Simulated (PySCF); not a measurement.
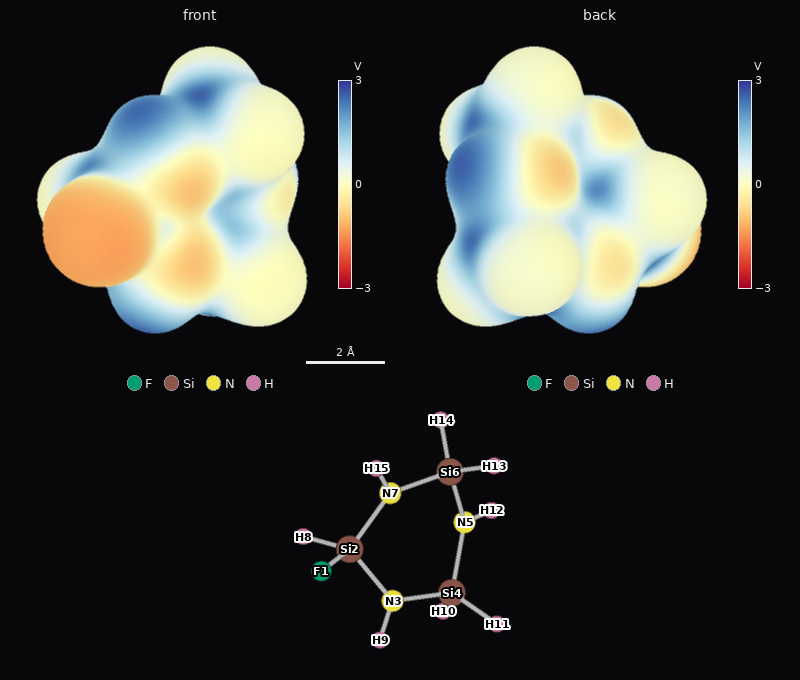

*FH8N3Si3. The electrostatic potential painted on the density surface at 0.004 e/bohr³, seen from the front and from behind; the colour scale runs from red (negative) to blue (positive). The bare structure is drawn below in the same view.*

Geometry: GFN2-xTB.

These are results of PBE0/pcSseg-1, SCF density, gas phase, non-relativistic (PySCF 2.14.0), not measurements.

```yaml
atoms:
  - { symbol: F, position_ang: [-1.8702, -2.0086, 1.4879] }
  - { symbol: Si, position_ang: [-1.2064, -1.2246, 0.2404] }
  - { symbol: N, position_ang: [0.4841, -1.5053, 0.2959] }
  - { symbol: Si, position_ang: [1.7275, -0.4582, -0.2883] }
  - { symbol: N, position_ang: [0.9437, 1.0149, -0.7351] }
  - { symbol: Si, position_ang: [-0.4639, 1.7482, -0.0534] }
  - { symbol: N, position_ang: [-1.4714, 0.4518, 0.4825] }
  - { symbol: H, position_ang: [-1.8707, -1.7742, -0.9340] }
  - { symbol: H, position_ang: [0.7781, -2.4088, 0.6232] }
  - { symbol: H, position_ang: [2.3459, -0.9933, -1.5098] }
  - { symbol: H, position_ang: [2.7128, -0.2803, 0.7888] }
  - { symbol: H, position_ang: [1.4939, 1.6247, -1.3148] }
  - { symbol: H, position_ang: [-0.1611, 2.6042, 1.1033] }
  - { symbol: H, position_ang: [-1.1112, 2.5055, -1.1336] }
  - { symbol: H, position_ang: [-2.3355, 0.7119, 0.9250] }
```

**Describe the electrostatic potential map.**

The most negative region (about −1.3 V) lies over F1, the most positive (about +2.5 V) over the H and Si atoms.

**How polar is the molecule by this calculation?**

Its dipole moment is 1.73 D.
